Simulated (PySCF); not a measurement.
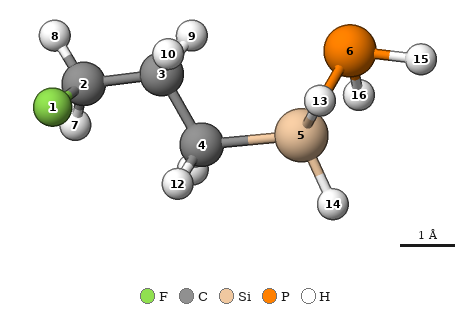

The structure as given in the input (ball-and-stick view, seen at a tilt; atoms are numbered from 1 in the order of the input).

# C3H10FPSi: NMR shielding calculation

The run: NMR shielding calculation of C3H10FPSi, SMILES FCCC[SiH2]P. Method and program: GIAO PBE0/pcSseg-1 NMR shielding, non-relativistic, gas phase (PySCF 2.14.0).

The geometry comes from this level: GFN2-xTB, MD frame at 250 fs, 200 K. It belongs to a series of runs on one base structure; here: MD frame at 250 fs, 200 K. Figures and captions count atoms from 1; the log counts them from 0 in places.

Output:
```
coarse grid: 13792 points
cycle   1  E = -850.3736816171  dE =  3.857e-01  |g| = 4.945e-01  |ddm| = 3.378e+00
cycle   2  E = -850.3528790291  dE =  2.080e-02  |g| = 6.290e-01  |ddm| = 8.207e-01
cycle   3  E = -850.4205330329  dE = -6.765e-02  |g| = 4.171e-02  |ddm| = 4.558e-01
cycle   4  E = -850.4207828867  dE = -2.499e-04  |g| = 1.952e-02  |ddm| = 5.064e-02
cycle   5  E = -850.4208664591  dE = -8.357e-05  |g| = 4.836e-03  |ddm| = 2.307e-02
cycle   6  E = -850.4208716109  dE = -5.152e-06  |g| = 1.375e-03  |ddm| = 5.373e-03
final grid: 122800 points
cycle   7  E = -850.4623720781  dE = -3.237e-05  |g| = 8.121e-03  |ddm| = 2.511e-02
cycle   8  E = -850.4623616314  dE =  1.045e-05  |g| = 1.058e-02  |ddm| = 1.629e-02
cycle   9  E = -850.4623883744  dE = -2.674e-05  |g| = 6.897e-04  |ddm| = 8.988e-03
cycle  10  E = -850.4623884541  dE = -7.974e-08  |g| = 1.787e-04  |ddm| = 7.405e-04
cycle  11  E = -850.4623884593  dE = -5.189e-09  |g| = 4.194e-05  |ddm| = 1.772e-04
cycle  12  E = -850.4623884596  dE = -3.133e-10  |g| = 1.523e-05  |ddm| = 4.387e-05
```

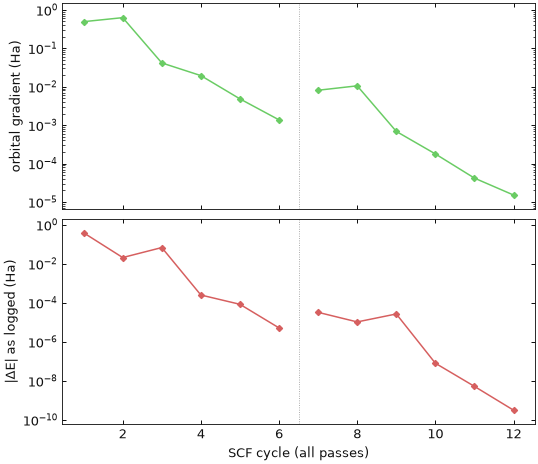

Convergence of the self-consistent field: orbital gradient and size of the energy change against the SCF cycle. The dotted line marks the change from a coarse to the final integration grid. The first 6 cycles use a coarse grid, the final grid takes over at cycle 7, and the field converges after 12 cycles in all.

```
converged SCF energy = -850.4623884596

GIAO shielding tensors (ppm)
atom      isotropic    diamagn.    paramagn.     s11        s22        s33       span
  0 F      426.638     470.090     -43.452    364.864    427.545    487.505    122.641
  1 C      102.801     239.783    -136.982     76.296     91.212    140.895     64.599
  2 C      153.810     249.417     -95.608    136.613    153.695    171.121     34.508
  3 C      168.461     253.635     -85.173    148.972    169.331    187.081     38.109
  4 Si     397.875     879.982    -482.106    334.991    393.898    464.738    129.747
  5 P      630.079     967.757    -337.678    542.025    624.305    723.908    181.884
  6 H       27.846      29.215      -1.369     23.881     28.372     31.285      7.404
  7 H       26.957      28.042      -1.085     22.139     27.485     31.248      9.109
  8 H       28.448      30.592      -2.143     21.704     29.781     33.861     12.157
  9 H       30.235      31.678      -1.443     25.858     29.866     34.980      9.122
 10 H       30.140      32.012      -1.872     26.157     28.696     35.566      9.408
 11 H       29.747      31.010      -1.262     24.726     29.310     35.206     10.481
 12 H       26.969      28.885      -1.916     23.224     25.419     32.263      9.040
 13 H       27.686      29.875      -2.190     23.166     25.931     33.961     10.795
 14 H       30.941      29.609       1.332     25.487     27.045     40.292     14.805
 15 H       30.809      30.509       0.300     25.280     27.781     39.367     14.088
```

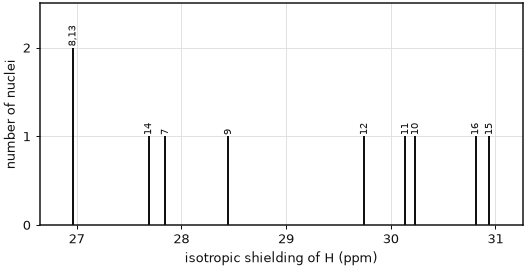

Isotropic shieldings of the hydrogen nuclei in this fixed geometry, labelled by atom number; shielding grows to the right, so chemical shift grows to the left. The least shielded is H8 (27.0 ppm), the most shielded H15 (30.9 ppm).

This output came from the following input.

Input:
```
{"job": {"kind": "nmr", "xc": "PBE0", "basis": "pcSseg-1", "pop": false}, "charge": 0, "multiplicity": 1}
F     -3.385200     0.216500     0.574500
C     -2.580300     0.269700    -0.493100
C     -1.204500     0.530000     0.059900
C     -0.565700    -0.739400     0.580600
Si     1.193500    -0.469500     1.275600
P      2.449000     0.585600    -0.303100
H     -2.656800    -0.684400    -0.977500
H     -2.998900     1.054900    -1.097400
H     -0.471500     0.983000    -0.709600
H     -1.241200     1.193800     0.906000
H     -0.576900    -1.493000    -0.268600
H     -1.184400    -1.212000     1.353300
H      1.342500     0.544000     2.366600
H      1.677900    -1.705900     1.760000
H      3.672700     0.522200     0.317400
H      2.750200    -0.540500    -1.047900
```

The first line tells a small driver script what to run in PySCF; the rest is the geometry in Å.

Command:
```bash
OMP_NUM_THREADS=1 python <driver script> task.json out
```

Key numbers:

| quantity | value |
| --- | --- |
| outcome | converged |
| total energy | −850.462388 hartree |
| HOMO | −7.37 eV |
| LUMO | 0.45 eV |
| dipole moment | 1.41 D |
| isotropic shielding, F | 426.6 ppm |
| isotropic shielding, C | 102.8 to 168.5 ppm |
| isotropic shielding, Si | 397.9 ppm |
| isotropic shielding, P | 630.1 ppm |
| isotropic shielding, H | 27.0 to 30.9 ppm |
| hardware | 1 CPU thread, shared host |
| wall time | 14 s |
| peak memory | 0.74 GiB |
